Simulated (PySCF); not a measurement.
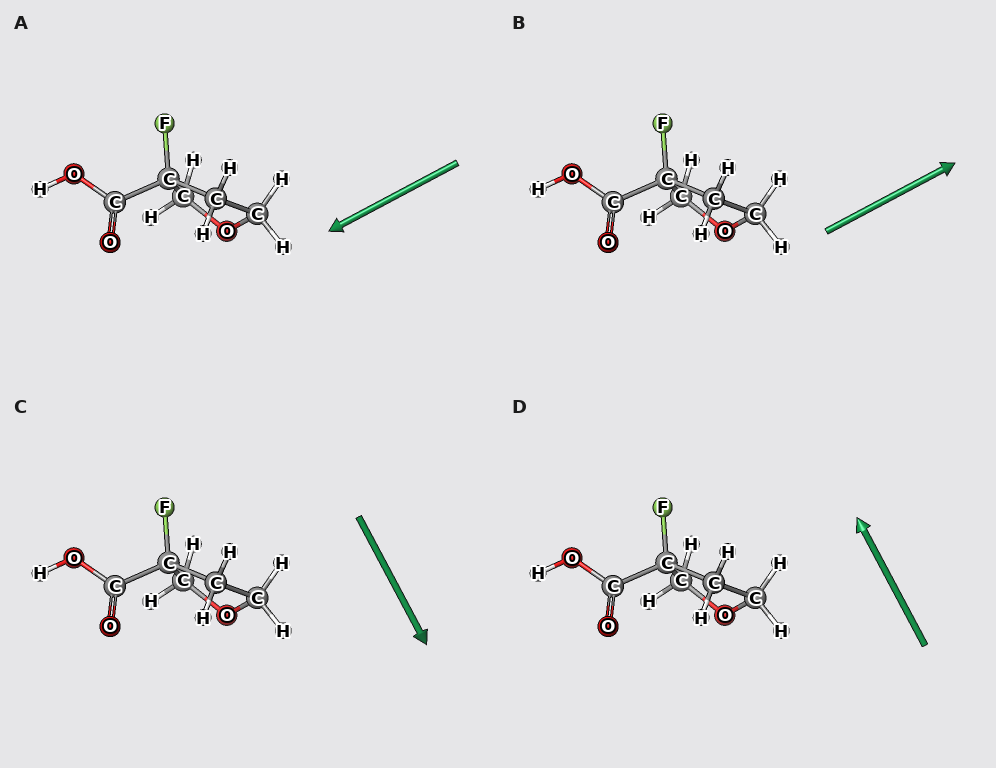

The same molecule four times, each with an arrow. Geometry: an end point of a reaction path computed with GFN2-xTB. Level of theory: PBE0/pcSseg-1, gas phase (PySCF 2.14.0).

### Which arrow points along the dipole moment, from the negative to the positive end?

D. The dipole moment is 0.72 D.
